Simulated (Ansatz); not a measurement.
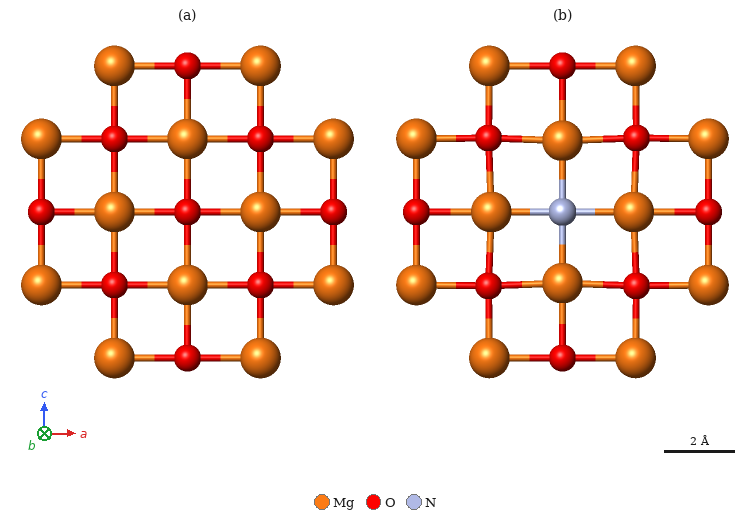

Left: perfect MgO. Right: the same region with one point defect, after relaxing the atoms in a supercell of 54 sites. Style: ball-and-stick. Shown: the atoms within 5.4 Å of one point, in a slice 3.4 Å thick across the line of sight, along the b axis.

Level of theory: Ansatz 0.2.0, DFT, PBE, plane-wave PAW, default files, scalar-relativistic. Set-up: plane-wave cutoff 420 eV; k-point mesh 3 × 3 × 3; occupations fermi dirac; smearing width 0.01 eV; no spin polarisation. A uniform background neutralises the charged cell. The axes drawn are those of the host's conventional cell.

### What kind of defect was made?

An oxygen atom is replaced by nitrogen.

The charge state of the cell is −1.

### What does the relaxation do around it?

In the host the O atom has 6 Mg at 2.11 Å; the N atom ends with 6 Mg at 2.06 Å. Of the host's atoms, a magnesium atom moves furthest from its site, by 0.05 Å. Relaxing the atoms from the host's sites lowers the energy by 0.42 eV.

Limits of the set-up: the cell is charged, on a uniform background, and energies carry no finite-size correction.
